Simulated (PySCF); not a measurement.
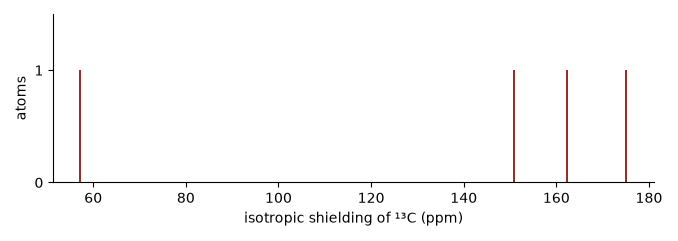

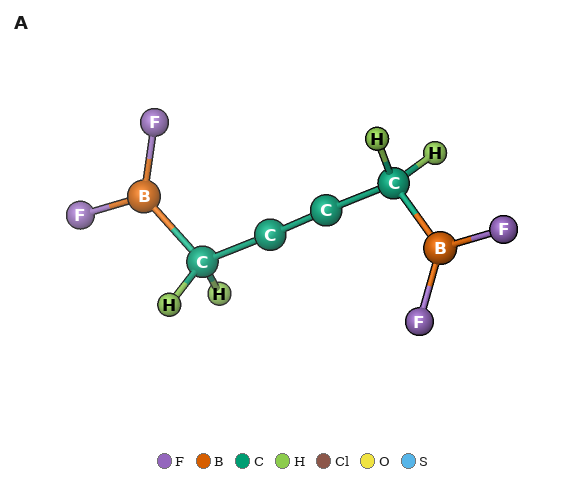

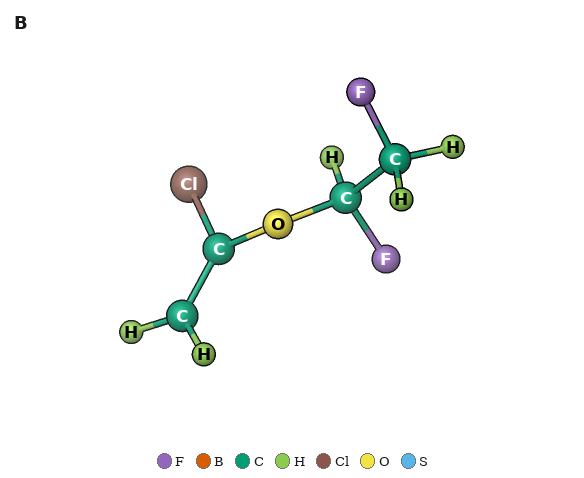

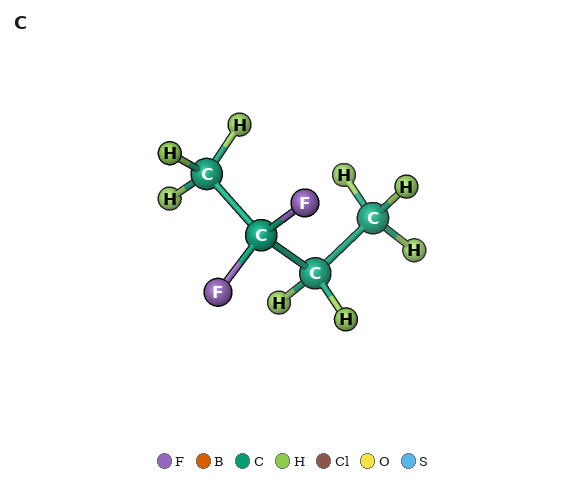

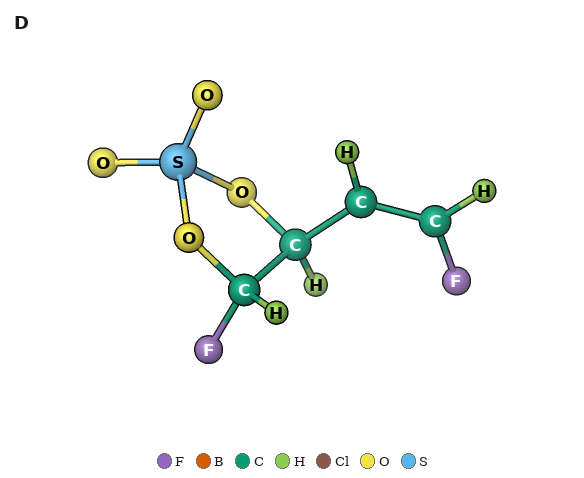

The sticks are computed shieldings of one of the molecules, for one fixed geometry (PBE0-D3(BJ)/def2-SVP) without averaging over rotations. Low shielding means a high chemical shift. Method: GIAO PBE0/pcSseg-1 NMR shielding, non-relativistic, IEF-PCM dichloromethane (PySCF 2.14.0).

Match the spectrum to a structure.

Answer. C, `CCC(C)(F)F`. Its 4 C atoms give lines at 57.2, 150.9, 162.3, 175.1 ppm.
